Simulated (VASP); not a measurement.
Band structure of Cd4S3Te (ordered alloy cell). All values below come from PBEsol GGA, VASP's PBE PAW potentials (set 64) (plane waves; VASP).

Unless said otherwise, spin-orbit coupling is left out, though it shifts the bands of the heavy elements here.

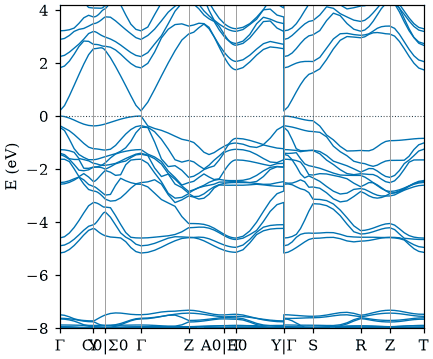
Fig. 1. Bands along high-symmetry lines, zero at the valence-band maximum or, without a gap, the Fermi level

**Question.** Read the plot: is there a gap, and where are the band edges?

**Answer.** The gap is direct, 0.19 eV, from the valence maximum at Γ to the conduction minimum at Γ. (Edges off the drawn lines would not show.)

The structure was generated: Cd4S3Te was put into an ordered model structure (Amm2), which need not be its known phase. It was relaxed first.
